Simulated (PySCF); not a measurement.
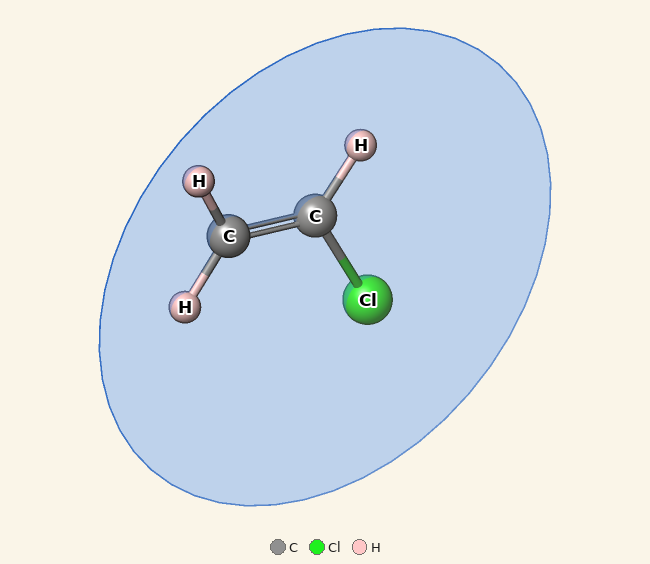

All proper rotation axes (lines) and mirror planes (discs) of the structure are drawn in. Depth is shown by fading: the farther an atom, the more it takes the colour of the background. The computed structure is the end point of a GFN2-xTB optimisation. No frequency run is at hand to confirm it as a minimum.

### Name the symmetry elements and the point group.

It has 1 mirror plane. Point group Cs. The group has 2 operations. The geometry is achiral, and symmetry allows a dipole moment.
